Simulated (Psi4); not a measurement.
**CH5GaO2 (SMILES [CH3][Ga]([OH])[OH]) at M06-2X/cc-pVDZ**

What is the energy change on altering one bond length of CH5GaO2 at M06-2X/cc-pVDZ? 

The calculation is run with Psi4 1.11.

## (1) The structure to begin with

CH5GaO2: 9 atoms, total charge 0, spin state singlet. SMILES: `[CH3][Ga]([OH])[OH]`. Geometry: relaxed at PBE0-D4/def2-TZVP. This is one conformer, not always the lowest.

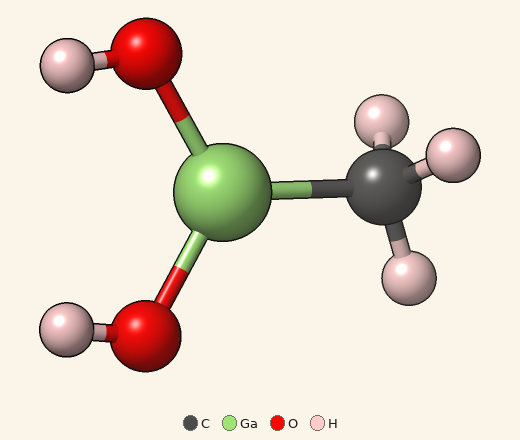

The structure, seen from a chosen angle (carbon dark grey, gallium green, oxygen red, hydrogen pink).

## (2) Energy and gradient at M06-2X/cc-pVDZ

File calc.in:

```
memory 1.6 GB

molecule {
  0 1
  C      0.139500     0.740600    -1.385600
  Ga    -0.022300    -0.180400     0.314900
  O      0.237900    -1.947500     0.443200
  O     -0.435700     0.706800     1.814800
  H      0.259800     0.024500    -2.197900
  H      1.005300     1.404900    -1.368100
  H     -0.746600     1.349900    -1.568800
  H      0.141200    -2.314500     1.323600
  H     -0.490700     0.169600     2.607000
  symmetry c1
  no_reorient
  no_com
}

set {
  basis cc-pVDZ
  puream true
  e_convergence 1e-09
  d_convergence 1e-08
  scf_type pk
  dft_radial_points 99
  dft_spherical_points 590
}

gradient('m06-2x')
print_variables()
```

Launch:

```sh
$ psi4 -i calc.in -o calc.out -n 1
```

calc.out:

```text
[...]
  Running in c1 symmetry.
[...]
  Nuclear repulsion =  287.743780181499119
[...]
  Multiplicity = 1
[...]
  Nalpha       = 29
  Nbeta        = 29
[...]
    Number of basis functions: 94
[...]
   @RKS iter   1: -2115.74715275527933   -3.98044e+00   1.17487e-02 ADIIS/DIIS
[...]
   @RKS iter  12: -2116.38037083186418   -1.81899e-12   3.98066e-09 DIIS
[...]
    Orbital Energies [Eh]
    ---------------------
    Doubly Occupied:
       1A   -374.776915     2A    -46.655350     3A    -41.413756
       4A    -41.410240     5A    -41.410011     6A    -19.613883
       7A    -19.613646     8A    -10.536079     9A     -5.777570
      10A     -4.053497    11A     -4.046170    12A     -4.044571
      13A     -1.092485    14A     -1.090611    15A     -1.010692
      16A     -1.008901    17A     -1.008376    18A     -0.999877
      19A     -0.984431    20A     -0.774888    21A     -0.559392
      22A     -0.536990    23A     -0.465037    24A     -0.462190
      25A     -0.441908    26A     -0.388175    27A     -0.372236
      28A     -0.367602    29A     -0.364151
[...]
  @RKS Final Energy: -2116.38037083186418
   => Energetics <=
    Nuclear Repulsion Energy =            287.7437801814991190
    One-Electron Energy =               -3520.0119266337364934
    Two-Electron Energy =                1163.1153678594703251
    DFT Exchange-Correlation Energy =     -47.2275922390971346
    Empirical Dispersion Energy =           0.0000000000000000
    VV10 Nonlocal Energy =                  0.0000000000000000
    Total Energy =                      -2116.3803708318646386
[...]
 Multipole Moments:
 ------------------------------------------------------------------------------------
     Multipole            Electronic (a.u.)      Nuclear  (a.u.)        Total (a.u.)
 ------------------------------------------------------------------------------------
 L = 1.  Multiply by 2.5417464519 to convert [e a0] to [Debye]
 Dipole X            :          2.3750559           -2.3956058           -0.0205500
 Dipole Y            :         19.5844716          -19.7287407           -0.1442691
 Dipole Z            :        -34.3161829           34.5972949            0.2811119
 Magnitude           :                                                    0.3166383
[...]
  -Total Gradient:
     Atom            X                  Y                   Z
    ------   -----------------  -----------------  -----------------
       1        0.000204987142     0.000774899630    -0.000794456820
       2       -0.000222343758    -0.001447133850     0.002284036560
       3       -0.001382114609     0.003524250623     0.004645642642
       4        0.001017754349    -0.005791094447    -0.000331963969
       5       -0.000608516801     0.003151341684     0.004247087914
       6       -0.004210712057    -0.003244718219     0.000072014626
       7        0.004201859998    -0.003010645087     0.001141691461
       8        0.000268775050     0.003939648693    -0.005161949083
       9        0.000729430454     0.002086014346    -0.006067878981
[...]
```

Wall time 81 s (1 thread of Intel Xeon 6975P-C (Granite Rapids), shared host); peak memory 1.1 GiB.

## (3) The distorted shape

File ch5gao2.py:

```python
import psi4

psi4.set_memory(1600000000)
psi4.set_num_threads(1)
psi4.set_output_file('output.dat', False)

geom = psi4.geometry("""
C      0.121452     0.848032    -1.263735
Ga    -0.040348    -0.072968     0.436765
O      0.219852    -1.840068     0.565065
O     -0.453748     0.814232     1.936665
H      0.259800     0.024500    -2.197900
H      0.987252     1.512332    -1.246235
H     -0.764648     1.457332    -1.446935
H      0.123152    -2.207068     1.445465
H     -0.508748     0.277032     2.728865
symmetry c1
no_reorient
no_com
""")

psi4.set_options({
    'puream': True,
    'e_convergence': 1e-09,
    'd_convergence': 1e-08,
    'scf_type': 'pk',
    'dft_radial_points': 99,
    'dft_spherical_points': 590,
})

E, wfn = psi4.gradient('m06-2x/cc-pVDZ', return_wfn=True)
psi4.oeprop(wfn, 'MULLIKEN_CHARGES', 'LOWDIN_CHARGES', 'QUADRUPOLE')
print('gradient / Eh bohr^-1')
print(E.np.round(6))
print(f'energy = {wfn.energy():.10f} Eh')
for k, v in sorted(psi4.core.scalar_variables().items()):
    print(f'{k:45s} {v:18.10f}')
```

Launch:

```sh
$ python ch5gao2.py
```

output.dat, shortened:

```text
[...]
  Running in c1 symmetry.
[...]
  Nuclear repulsion =  286.985091811942880
[...]
  Multiplicity = 1
[...]
  Nalpha       = 29
  Nbeta        = 29
[...]
    Number of basis functions: 94
[...]
   @RKS iter   1: -2115.72657814611375   -4.02084e+00   1.17648e-02 ADIIS/DIIS
[...]
   @RKS iter  12: -2116.36889824402442   -3.18323e-12   3.11004e-09 DIIS
[...]
  @RKS Final Energy: -2116.36889824402442
   => Energetics <=
    Nuclear Repulsion Energy =            286.9850918119428798
    One-Electron Energy =               -3518.5063281608618126
    Two-Electron Energy =                1162.3565164053275112
    DFT Exchange-Correlation Energy =     -47.2041783004329076
    Empirical Dispersion Energy =           0.0000000000000000
    VV10 Nonlocal Energy =                  0.0000000000000000
    Total Energy =                      -2116.3688982440244217
[...]
  -Total Gradient:
     Atom            X                  Y                   Z
    ------   -----------------  -----------------  -----------------
       1       -0.007074891793     0.045094323929     0.047965616988
       2       -0.000403671025     0.000209882602     0.003060657112
       3       -0.001347061225     0.003381497273     0.004537889515
       4        0.001023413573    -0.006054934090    -0.000107669241
       5        0.007440499678    -0.045166828258    -0.049942047961
       6       -0.004939707990    -0.001893911933     0.002295592966
       7        0.004345001930    -0.001670740893     0.003433882048
       8        0.000262412098     0.003920036153    -0.005180697835
       9        0.000712785694     0.002163618933    -0.006042566605
[...]
 Multipole Moments:
 ------------------------------------------------------------------------------------
[...]
  Mulliken Charges: (a.u.)
   Center  Symbol    Alpha    Beta     Spin     Total
       1     C     3.17897  3.17897  0.00000 -0.35794
       2    GA    15.14401 15.14401  0.00000  0.71197
       3     O     4.23342  4.23342  0.00000 -0.46684
       4     O     4.23445  4.23445  0.00000 -0.46889
       5     H     0.45464  0.45464  0.00000  0.09072
       6     H     0.46067  0.46067  0.00000  0.07867
       7     H     0.46138  0.46138  0.00000  0.07725
       8     H     0.41620  0.41620  0.00000  0.16760
       9     H     0.41627  0.41627  0.00000  0.16746
   Total alpha = 29.00000, Total beta = 29.00000, Total charge = -0.00000
[...]
```

Standard output:

```text
gradient / Eh bohr^-1
[[-0.007075  0.045094  0.047966]
 [-0.000404  0.00021   0.003061]
 [-0.001347  0.003381  0.004538]
 [ 0.001023 -0.006055 -0.000108]
 [ 0.00744  -0.045167 -0.049942]
 [-0.00494  -0.001894  0.002296]
 [ 0.004345 -0.001671  0.003434]
 [ 0.000262  0.00392  -0.005181]
 [ 0.000713  0.002164 -0.006043]]
energy = -2116.3688982440 Eh
CURRENT ENERGY                                  -2116.3688982440
CURRENT REFERENCE ENERGY                        -2116.3688982440
DD SOLVATION ENERGY                                 0.0000000000
DFT FUNCTIONAL TOTAL ENERGY                     -2116.3688982440
DFT TOTAL ENERGY                                -2116.3688982440
DFT VV10 ENERGY                                     0.0000000000
DFT XC ENERGY                                     -47.2041783004
GRID ELECTRONS ALPHA                               29.0000005587
GRID ELECTRONS BETA                                29.0000005587
GRID ELECTRONS TOTAL                               58.0000011174
NUCLEAR REPULSION ENERGY                          286.9850918119
ONE-ELECTRON ENERGY                             -3518.5063281609
PCM POLARIZATION ENERGY                             0.0000000000
PE ENERGY                                           0.0000000000
SCF ITERATION ENERGY                            -2116.3688982440
SCF ITERATIONS                                     12.0000000000
SCF TOTAL ENERGY                                -2116.3688982440
TWO-ELECTRON ENERGY                              1162.3565164053
XC GRID RADIAL POINTS                              99.0000000000
XC GRID SPHERICAL POINTS                          590.0000000000
XC GRID TOTAL POINTS                           500503.0000000000
```

Wall time 73 s (1 thread of Intel Xeon 6975P-C (Granite Rapids), shared host); peak memory 1.1 GiB.

## (4) Results

Level: M06-2X/cc-pVDZ.

| quantity | value |
| --- | --- |
| first shape: total energy | -2116.38037 Eh |
| first shape: dipole moment | 0.80 D |
| first shape: HOMO energy | -9.91 eV |
| first shape: LUMO energy | 0.82 eV |
| first shape: HOMO–LUMO gap | 10.73 eV |
| first shape: largest force on an atom | 0.334 eV/Å |
| distorted shape: total energy | -2116.36890 Eh |
| distorted shape: dipole moment | 0.85 D |
| distorted shape: HOMO energy | -9.92 eV |
| distorted shape: LUMO energy | 0.80 eV |
| distorted shape: HOMO–LUMO gap | 10.72 eV |
| distorted shape: largest force on an atom | 3.484 eV/Å |
| energy change with the C1–H5 bond stretched from 1.090 to 1.253 Å | 0.312 eV |

With the C1–H5 bond stretched from 1.090 to 1.253 Å the energy rises by 0.31 eV (7.2 kcal/mol). The first shape isn't relaxed at this level, so the change isn't measured from a minimum. The largest force (first shape) is 0.33 eV/Å: the shape isn't a stationary point for this species at this level. Mulliken charges (distorted shape) run from -0.47 on O4 to +0.71 on Ga2; they depend strongly on the basis.
